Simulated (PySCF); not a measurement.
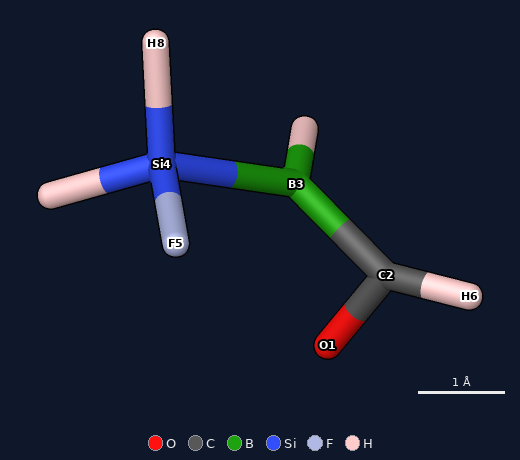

Fig. 1: The structure (stick view, seen at a tilt; atoms are numbered from 1 in the order of the input).

**Energy and gradient calculation of CH₄BFOSi**

- system: CH₄BFOSi
- method: HF/STO-3G, RHF (PySCF 2.14.0)

The geometry comes from this level: PBE0-D4/def2-TZVP. Figures and captions count atoms from 1; the log counts them from 0 in places.

### Log
```
PySCF version 2.14.0

[INPUT] num. atoms = 9
[INPUT] num. electrons = 46
[INPUT] charge = 0
[INPUT] spin (= nelec alpha-beta = 2S) = 0
[INPUT] symmetry False subgroup None
[INPUT] Mole.unit = angstrom
[INPUT] Symbol           X                Y                Z      unit          X                Y                Z       unit  Magmom
[INPUT]  1 O     -0.789500000000   0.780400000000   1.703800000000 AA   -1.491938775344   1.474742267611   3.219715371034 Bohr   0.0
[INPUT]  2 C     -0.128300000000   1.442100000000   0.910400000000 AA   -0.242451861782   2.725174044235   1.720406663804 Bohr   0.0
[INPUT]  3 B      0.628100000000   0.188700000000   0.495800000000 AA    1.186936978839   0.356591319705   0.936926212559 Bohr   0.0
[INPUT]  4 Si    -0.077200000000  -1.007600000000  -0.945000000000 AA   -0.145886856816  -1.904088043112  -1.785791187714 Bohr   0.0
[INPUT]  5 F     -1.360800000000  -0.349200000000  -1.659700000000 AA   -2.571539310308  -0.659892362698  -3.136378448941 Bohr   0.0
[INPUT]  6 H     -0.262400000000   2.525000000000   0.778500000000 AA   -0.495864135086   4.771558464527   1.471151787974 Bohr   0.0
[INPUT]  7 H      1.608700000000  -0.084900000000   1.121700000000 AA    3.040002416588  -0.160437747976   2.119705793925 Bohr   0.0
[INPUT]  8 H      0.964000000000  -1.202600000000  -1.991900000000 AA    1.821695984081  -2.272584637402  -3.764145467521 Bohr   0.0
[INPUT]  9 H     -0.494200000000  -2.338100000000  -0.430900000000 AA   -0.933902650760  -4.418368651846  -0.814282987075 Bohr   0.0

nuclear repulsion = 199.769579586473
number of shells = 21
number of NR pGTOs = 99
number of NR cGTOs = 33
basis = sto-3g
ecp = {}

******** <class 'pyscf.scf.hf.RHF'> ********
method = RHF
initial guess = minao
damping factor = 0
level_shift factor = 0
DIIS = <class 'pyscf.scf.diis.CDIIS'>
diis_start_cycle = 1
diis_space = 8
diis_damp = 0
SCF conv_tol = 1e-10
SCF conv_tol_grad = None
SCF max_cycles = 50
direct_scf = True
direct_scf_tol = 1e-13
Set gradient conv threshold to 1e-05
Initial guess from minao.
init E= -521.854155201576
  HOMO = -0.237588564991107  LUMO = 0.0417467869916723  gap/eV = 7.60110
cycle= 1 E= -521.345552319467  delta_E= 0.509  |g|= 0.661  |ddm|= 3.58
  HOMO = -0.224706131753922  LUMO = 0.237425479700754  gap/eV = 12.57524
cycle= 2 E= -521.448658585959  delta_E= -0.103  |g|= 0.534  |ddm|= 1.43
  HOMO = -0.304967109294792  LUMO = 0.223496172575481  gap/eV = 14.38022
cycle= 3 E= -521.527096610968  delta_E= -0.0784  |g|= 0.0639  |ddm|= 0.587
  HOMO = -0.320311567850327  LUMO = 0.248014893867281  gap/eV = 15.46495
cycle= 4 E= -521.530055559863  delta_E= -0.00296  |g|= 0.0228  |ddm|= 0.141
  HOMO = -0.322286180905589  LUMO = 0.251710375777786  gap/eV = 15.61924
cycle= 5 E= -521.530639811539  delta_E= -0.000584  |g|= 0.00954  |ddm|= 0.0695
  HOMO = -0.322356966195793  LUMO = 0.251971853868365  gap/eV = 15.62828
cycle= 6 E= -521.530776412638  delta_E= -0.000137  |g|= 0.00311  |ddm|= 0.0413
  HOMO = -0.322596580184538  LUMO = 0.253126380704376  gap/eV = 15.66622
cycle= 7 E= -521.530787457501  delta_E= -1.1e-05  |g|= 0.000736  |ddm|= 0.0132
  HOMO = -0.322509063830937  LUMO = 0.253032643957769  gap/eV = 15.66129
cycle= 8 E= -521.530787907628  delta_E= -4.5e-07  |g|= 0.000135  |ddm|= 0.00236
  HOMO = -0.32250989113246  LUMO = 0.253014773307221  gap/eV = 15.66082
cycle= 9 E= -521.530787922454  delta_E= -1.48e-08  |g|= 4.65e-05  |ddm|= 0.000379
  HOMO = -0.322507957725055  LUMO = 0.253018752318913  gap/eV = 15.66088
cycle= 10 E= -521.530787925243  delta_E= -2.79e-09  |g|= 1.91e-05  |ddm|= 0.000165
  HOMO = -0.322506913804225  LUMO = 0.253018069208966  gap/eV = 15.66083
cycle= 11 E= -521.530787926084  delta_E= -8.41e-10  |g|= 9.38e-06  |ddm|= 0.000105
  HOMO = -0.322505724285847  LUMO = 0.253018519250986  gap/eV = 15.66081
cycle= 12 E= -521.530787926262  delta_E= -1.78e-10  |g|= 3.95e-06  |ddm|= 5.26e-05
  HOMO = -0.322505380434943  LUMO = 0.253018407589689  gap/eV = 15.66080
cycle= 13 E= -521.530787926287  delta_E= -2.52e-11  |g|= 1.64e-06  |ddm|= 2.52e-05
  HOMO = -0.322505350472318  LUMO = 0.25301846522291  gap/eV = 15.66080
```

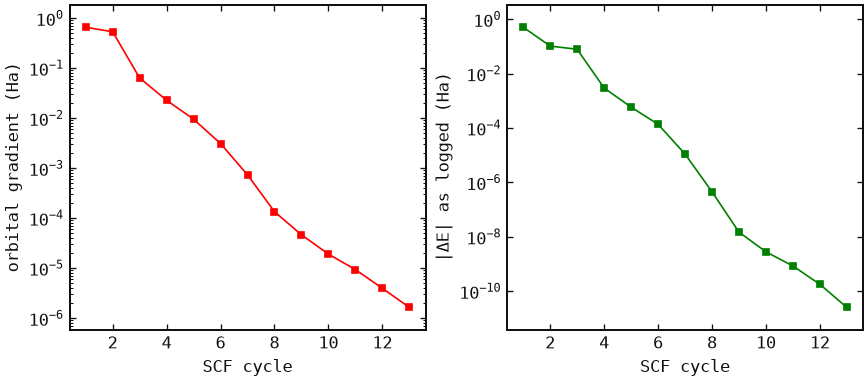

Fig. 2: Convergence of the self-consistent field: orbital gradient and size of the energy change against the SCF cycle. The residual falls at every step.

```
Extra cycle  E= -521.530787926288  delta_E= -9.09e-13  |g|= 8.62e-07  |ddm|= 3.01e-06
converged SCF energy = -521.530787926288
E(HF) = -521.530787926

******** <class 'pyscf.grad.rhf.Gradients'> for <class 'pyscf.scf.hf.RHF'> ********
unit = Eh/Bohr
--------------- RHF gradients ---------------
         x                y                z
0 O     0.0108601966     0.0243438707    -0.0183666301
1 C    -0.0097911462    -0.0282257314     0.0164126074
2 B    -0.0117376906     0.0163943659    -0.0028081045
3 Si    -0.0291809661     0.0298345738    -0.0025012765
4 F     0.0124615067    -0.0065437341     0.0070460164
5 H    -0.0030259091    -0.0014902924     0.0025950880
6 H     0.0189953386    -0.0038581051     0.0109018221
7 H     0.0218500044    -0.0030756314    -0.0233633459
8 H    -0.0104313342    -0.0273793161     0.0100838231
----------------------------------------------
Dipole moment(X, Y, Z, Debye):  1.21017,  0.92032,  0.06972
 ** Mulliken pop  **
pop of  0 O 1s            1.99817
pop of  0 O 2s            1.87328
pop of  0 O 2px           1.38920
pop of  0 O 2py           1.64233
pop of  0 O 2pz           1.31877
pop of  1 C 1s            1.99359
pop of  1 C 2s            1.21086
pop of  1 C 2px           0.89992
pop of  1 C 2py           1.00505
pop of  1 C 2pz           0.84714
pop of  2 B 1s            1.99041
pop of  2 B 2s            1.01751
pop of  2 B 2px           0.57520
pop of  2 B 2py           0.76961
pop of  2 B 2pz           0.56024
pop of  3 Si 1s           1.99962
pop of  3 Si 2s           1.98738
pop of  3 Si 3s           1.17396
pop of  3 Si 2px          1.96439
pop of  3 Si 2py          1.96504
pop of  3 Si 2pz          1.96537
pop of  3 Si 3px          0.65468
pop of  3 Si 3py          0.76490
pop of  3 Si 3pz          0.77011
pop of  4 F 1s            1.99917
pop of  4 F 2s            1.95681
pop of  4 F 2px           1.64695
pop of  4 F 2py           1.87728
pop of  4 F 2pz           1.85780
pop of  5 H 1s            0.92838
pop of  6 H 1s            1.06251
pop of  7 H 1s            1.16895
pop of  8 H 1s            1.16543
 ** Mulliken atomic charges  **
charge of    0O =     -0.22175
charge of    1C =      0.04344
charge of    2B =      0.08702
charge of    3Si =      0.75455
charge of    4F =     -0.33800
charge of    5H =      0.07162
charge of    6H =     -0.06251
charge of    7H =     -0.16895
charge of    8H =     -0.16543
```

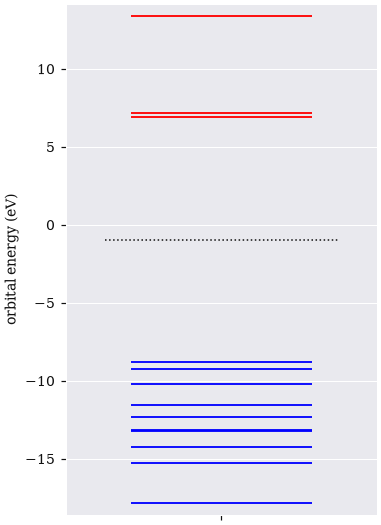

Fig. 3: Orbital energies near the frontier; the dotted line parts filled from empty levels, and levels within 0.02 eV of each other stand side by side. Highest filled −8.78 eV, lowest empty 6.88 eV, 15.66 eV apart.

The run was set up as follows.

### Input file (calc.py)
```python
import pyscf.grad
from pyscf import gto, scf

mol = gto.M(
    atom='''
O       -0.789500       0.780400       1.703800
C       -0.128300       1.442100       0.910400
B        0.628100       0.188700       0.495800
Si      -0.077200      -1.007600      -0.945000
F       -1.360800      -0.349200      -1.659700
H       -0.262400       2.525000       0.778500
H        1.608700      -0.084900       1.121700
H        0.964000      -1.202600      -1.991900
H       -0.494200      -2.338100      -0.430900
''',
    basis='sto-3g',
    max_memory=1860,
    verbose=4,
    charge=0,
)

mf = scf.RHF(mol)
mf.conv_tol = 1e-10
mf.kernel()
if not mf.converged:
    mf = mf.newton().run(mf.mo_coeff, mf.mo_occ)

e_tot = mf.e_tot
print('E(%s) = %.9f' % ('HF', e_tot))
grad = mf.Gradients().kernel()
dip = mf.dip_moment()
pop, q = mf.mulliken_pop()
```

Launched with:
```bash
OMP_NUM_THREADS=1 python calc.py
```

### Results in brief

- outcome: converged
- total energy: −521.530788 hartree
- basis functions: 33
- largest force: 2.150 eV/Å
- HOMO: −8.78 eV
- LUMO: 6.88 eV
- dipole moment: 1.52 D
- hardware: 1 thread of Intel Xeon @ 2.50GHz (Skylake/Cascade Lake), 189 GiB of memory available, shared host
- wall time: 4.8 s
- peak memory: 0.12 GiB
